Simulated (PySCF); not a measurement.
## Electronic structure of C4H12BPSi in real space

```xyz
19

C    -1.0690    1.3729   -0.4586
B    -1.2237   -0.1904   -0.3513
C    -2.3885   -0.8977   -1.1448
P    -0.2174   -1.3586    0.7990
C     0.8720   -0.1661    1.7129
C     1.5671   -0.8178    0.5624
Si    2.2537    0.1337   -0.9193
H    -1.7349    1.8299    0.2767
H    -0.0720    1.7618   -0.2636
H    -1.3870    1.7464   -1.4307
H    -2.8482   -1.7088   -0.5804
H    -1.9702   -1.3626   -2.0400
H    -3.1766   -0.2257   -1.4795
H     1.1556   -0.4787    2.7114
H     0.6447    0.8889    1.6479
H     2.2114   -1.6409    0.8667
H     3.4646   -0.5714   -1.3442
H     2.5934    1.4940   -0.4851
H     1.3152    0.2004   -2.0417
```

Geometry: GFN2-xTB.

Theory: PySCF, CAM-B3LYP/def2-SVPD, SCF density, gas phase.

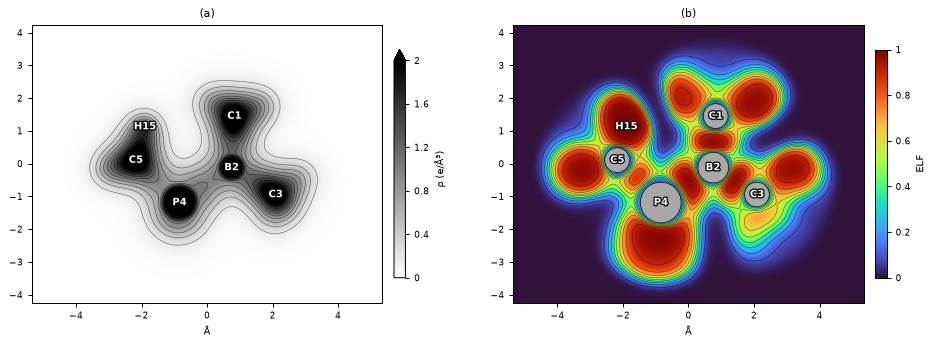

Figure 1. (a) electron density; (b) electron localisation function on the plane of atoms B2, P4 and C5. Grey discs cover the atomic cores in the ELF map.

Interpret the plot.

Answer. The plane passes through C, B, P and H nuclei. C–B (1.57 Å): ρ is about 1.4 e/Å³ halfway; the ELF peaks at about 1 between the atoms; a shared electron pair. C–P (1.86 Å): ρ at the midpoint is about 0.99 e/Å³; the ELF peaks at about 0.85 between the atoms: a covalent bond. B–P (1.92 Å): the density is about 1 e/Å³ at the midpoint; the ELF peaks at about 1 between the atoms; a shared electron pair. C–H (1.08 Å): the density is about 2 e/Å³ at the midpoint; the ELF climbs to about 1 towards the hydrogen, as it does in any bond to H; an ordinary covalent bond to hydrogen. The ELF also peaks beside P4, away from the bonds: lone-pair regions.

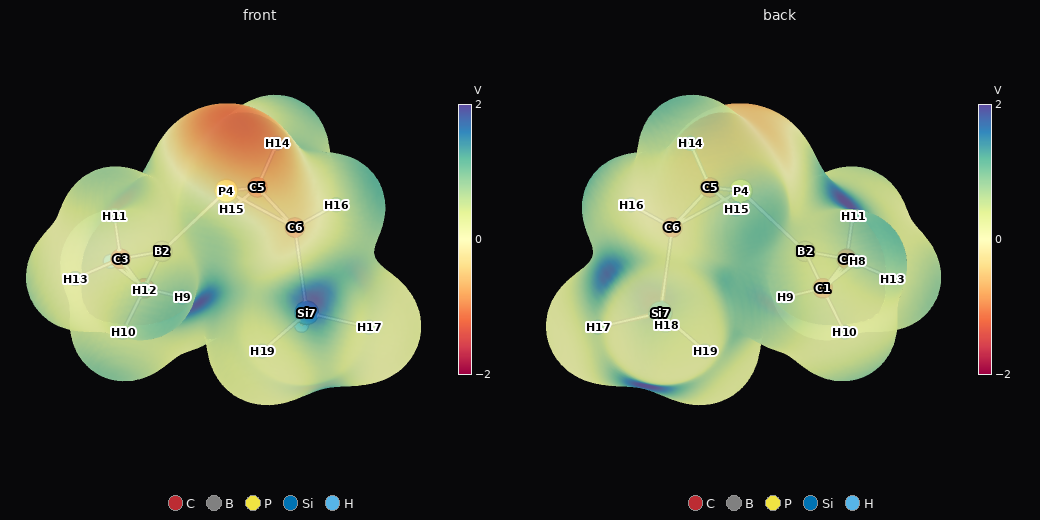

Figure 2. The electrostatic potential painted on the density surface at 0.004 e/bohr³, seen from the front and from behind; red is negative and blue positive.

Which sites attract a positive test charge, and which a negative one?

Answer. A positive charge is drawn to the negative regions and a negative charge to the positive ones. The most negative region (about −1.2 V, or −28 kcal/mol for a unit charge) lies over P4, the most positive (about +1.9 V, or +44 kcal/mol for a unit charge) over B2 and Si7.
